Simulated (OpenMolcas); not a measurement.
**InSiNH6 (SMILES N[SiH2][InH2]) at 5 levels**

Wanted: a comparison of 5 runs (HF/3-21G, HF/def2-SVP, B3LYP/def2-SVP, PBE/def2-SVP, CCSD(T)/def2-SVP) of InSiNH6. 

Program for the calculation: OpenMolcas 26.06.

## Step 1: The molecule

InSiNH6 has 9 atoms, charge 0, and is taken as a singlet. As SMILES, `N[SiH2][InH2]`. One bond was lengthened or shortened from a relaxed shape.

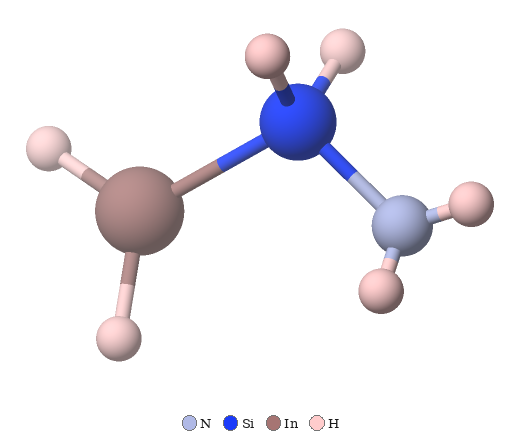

Viewed from a chosen angle; nitrogen light blue, silicon blue, indium brown, hydrogen pink.

## Step 2: The energy at HF/3-21G (run 1)

The input, struct.xyz:

```xyz
9

N     -1.081293     0.568510    -1.511553
Si     0.373800     0.744000    -0.168700
In     0.267200    -1.255400     1.446100
H     -1.285393    -0.337090    -1.901753
H     -1.225493     1.293110    -2.197653
H      0.170000     2.036500     0.545200
H      1.758900     0.832100    -0.740700
H     -0.551200    -2.716800     0.991900
H      1.004100    -1.233700     3.011600
```

The input, run.inp:

```
* H6InNSi Hartree-Fock
&GATEWAY
BasLib=$CurrDir
Coord=struct.xyz
Basis=3-21G
Group=NoSym
&SEWARD
&SCF
Thresholds=1e-10 1e-07 1e-07 1e-05
PrOrbitals=1 1
```

The basis set 3-21G is read from a file made from the Basis Set Exchange's data (not shown).

Launch:

```bash
export MOLCAS_MEM=1860
pymolcas run.inp > run.log
```

Standard output:

```text
--- Start Module: gateway ---
[...]
--- Stop Module: gateway /rc=_RC_ALL_IS_WELL_ ---
--- Start Module: seward ---
[...]
      Basis functions           65
--- Stop Module: seward /rc=_RC_ALL_IS_WELL_ ---
[...]
--- Start Module: scf ---
[...]
       Convergence after  13 Iterations
[...]
::    Total SCF energy                              -6059.7227091419
[...]
      Total spin, S                                     0.0000000000
[...]
      Total electronic charge=   76.000000
      Total            charge=   -0.000000
[...]
      Dipole Moment (debye):
      Origin of the operator (angstrom)=    0.1589   -0.7095    0.8592
                   X=  5.5014E-01               Y= -4.4508E-01               Z= -5.2284E-01           Total=  8.7983E-01
      Quadrupole Moment (debye*angstrom):
[...]
--- Stop Module: scf /rc=_RC_ALL_IS_WELL_ ---
[...]
```

Run time: 2.5 s. Hardware: 1 thread of Intel Xeon 6975P-C (Granite Rapids), shared host; peak memory 0.4 GiB.

## Step 3: The energy at HF/def2-SVP (core potential) (run 2)

The input, coord.xyz:

```xyz
9

N     -1.081293     0.568510    -1.511553
Si     0.373800     0.744000    -0.168700
In     0.267200    -1.255400     1.446100
H     -1.285393    -0.337090    -1.901753
H     -1.225493     1.293110    -2.197653
H      0.170000     2.036500     0.545200
H      1.758900     0.832100    -0.740700
H     -0.551200    -2.716800     0.991900
H      1.004100    -1.233700     3.011600
```

The input, calc.inp:

```
* H6InNSi Hartree-Fock

&GATEWAY
 BasLib=$CurrDir
 Coord=coord.xyz
 Basis=def2-SVP
 Group=NoSym

&SEWARD

&SCF
 Thresholds=1e-10 1e-07 1e-07 1e-05
 PrOrbitals=1 2
```

The basis set def2-SVP is read from a file made from the Basis Set Exchange's data (not shown).

Launch:

```bash
export MOLCAS_MEM=1860
pymolcas calc.inp > calc.log
```

Standard output:

```text
--- Start Module: gateway ---
[...]
--- Stop Module: gateway /rc=_RC_ALL_IS_WELL_ ---
--- Start Module: seward ---
[...]
      Basis functions           88
--- Stop Module: seward /rc=_RC_ALL_IS_WELL_ ---
[...]
--- Start Module: scf ---
[...]
       Convergence after  14 Iterations
[...]
::    Total SCF energy                               -535.9157326577
[...]
      Total spin, S                                     0.0000000000
[...]
      Total electronic charge=   48.000000
      Total            charge=   -0.000000
[...]
      Dipole Moment (debye):
      Origin of the operator (angstrom)=    0.1589   -0.7095    0.8592
                   X=  5.6098E-01               Y= -8.3674E-02               Z= -5.0950E-01           Total=  7.6242E-01
      Quadrupole Moment (debye*angstrom):
[...]
--- Stop Module: scf /rc=_RC_ALL_IS_WELL_ ---
[...]
```

Wall time 4.8 s (1 thread of Intel Xeon 6975P-C (Granite Rapids), shared host); peak memory 0.48 GiB.

Runs 3 to 4 aren't shown in full; the table further down has their settings and results.

## Step 4: A single-point energy at CCSD(T)/def2-SVP (core potential) (run 5)

The input, test.input:

```
* H6InNSi CCSD(T)

&gateway
 baslib=$CurrDir
 basisset
 N.def2-SVP....
 N1 -1.081293 0.568510 -1.511553 angstrom
 End of Basis
 basisset
 Si.def2-SVP....
 Si2 0.373800 0.744000 -0.168700 angstrom
 End of Basis
 basisset
 In.def2-SVP....
 In3 0.267200 -1.255400 1.446100 angstrom
 End of Basis
 basisset
 H.def2-SVP....
 H4 -1.285393 -0.337090 -1.901753 angstrom
 H5 -1.225493 1.293110 -2.197653 angstrom
 H6 0.170000 2.036500 0.545200 angstrom
 H7 1.758900 0.832100 -0.740700 angstrom
 H8 -0.551200 -2.716800 0.991900 angstrom
 H9 1.004100 -1.233700 3.011600 angstrom
 End of Basis

&seward

&scf
 thresholds=1e-10 1e-07 1e-07 1e-05
 prorbitals=1 2

&rasscf
 fileorb=$Project.ScfOrb
 spin=1
 nactel=0 0 0
 inactive=24
 ras2=0
 outorbitals=Canonical
 orblisting=NoCore

&motra
 jobiph
 frozen=10

&ccsdt
 cct
 triples=2
 iterations=80
 accuracy=1e-08
 extrapolation=5 4
```

The basis set def2-SVP is read from a file made from the Basis Set Exchange's data (not shown).

Launch:

```bash
export MOLCAS_MEM=1860
pymolcas test.input > test.log
```

Standard output:

```text
--- Start Module: gateway ---
[...]
--- Stop Module: gateway /rc=_RC_ALL_IS_WELL_ ---
[...]
      Basis functions           88
[...]
       Convergence after  14 Iterations
[...]
::    Total SCF energy                               -535.9157326577
[...]
      Total spin, S                                     0.0000000000
[...]
      Number of active orbitals                  0
[...]
      Spin quantum number                      0.0
[...]
      Active orbitals                            0
[...]
      Number of CSFs                             1
[...]
      Number of root(s) required                 1
[...]
      Convergence after  4 iterations
[...]
      Natural orbitals and occupation numbers for root  1
      ************************************************************************************************************************
      *                                                    Final results                                                     *
      ************************************************************************************************************************
[...]
::    RASSCF root number  1 Total energy:   -535.91573266
[...]
      Total electronic charge=   48.000000
      Total            charge=   -0.000000
[...]
      Dipole Moment (debye):
      Origin of the operator (angstrom)=    0.1589   -0.7095    0.8592
                   X=  5.6098E-01               Y= -8.3674E-02               Z= -5.0950E-01           Total=  7.6242E-01
      Quadrupole Moment (debye*angstrom):
[...]
--- Start Module: motra ---
[...]
      *** WARNING: Default frozen orbitals is overwritten by user input.
      *** Default values:   3
[...]
--- Stop Module: motra /rc=_RC_ALL_IS_WELL_ ---
--- Start Module: ccsdt ---
[...]
      Convergence after                    17  Iterations
      Total energy (diff) :    -536.32993669       0.00000000
[...]
 METHOD                       : CCSD+T(CCSD)+<T3(1)WT1> = CCSD(T)
[...]
       CCSD     =      -536.3299366888623
[...]
--- Stop Module: ccsdt /rc=_RC_ALL_IS_WELL_ ---
[...]
```

It took 49 s on 1 thread of Intel Xeon 6975P-C (Granite Rapids), shared host; peak memory 0.48 GiB.

## Step 5: The series

```
run                              level  integration grid  frozen core orbitals   energy (Eh)  dipole moment (D) of the reference  HOMO energy (eV)  LUMO energy (eV)  wall time
  1                           HF/3-21G                 –                     –  -6059.722709                                0.88             -9.53              0.51      2.5 s
  2       HF/def2-SVP (core potential)                 –                     –   -535.915733                                0.76             -9.69              0.51      4.8 s
  3    B3LYP/def2-SVP (core potential)         UltraFine                     –   -537.906646                                0.75             -6.26             -2.27       20 s
  4      PBE/def2-SVP (core potential)         UltraFine                     –   -537.585372                                0.76             -5.07             -2.73       19 s
  5  CCSD(T)/def2-SVP (core potential)                 –                    10   -536.341264                                0.76             -9.69              0.51       49 s
```

## Step 6: What came out

```
                                           quantity          value
                                run 5: total energy  -536.34126 Eh
          run 5: dipole moment (mean-field density)         0.76 D
         run 5: HOMO energy (Hartree–Fock orbitals)       -9.69 eV
         run 5: LUMO energy (Hartree–Fock orbitals)        0.51 eV
       run 5: HOMO–LUMO gap (Hartree–Fock orbitals)       10.20 eV
run 5: correlation energy (10 core orbitals frozen)     -425.5 mEh
                              run 5: (T) correction     -11.33 mEh
```

In words: Over runs 1, 2, 3, 4 the dipole moment (its size) runs from 0.75 D (B3LYP/def2-SVP) to 0.88 D (HF/3-21G). The two ends differ in method and basis and core potential. Over runs 1, 2, 3, 4 the HOMO–LUMO gap runs from 2.34 eV (PBE/def2-SVP) to 10.20 eV (HF/def2-SVP). Exact exchange widens orbital gaps. Totals of different functionals can't be ranked against each other. Some runs of one species differ in core potentials or relativity; totals across that change don't compare. In run 1 relativity is left out where basis or elements ask for it. All runs together took 95 s, the longest 49 s.
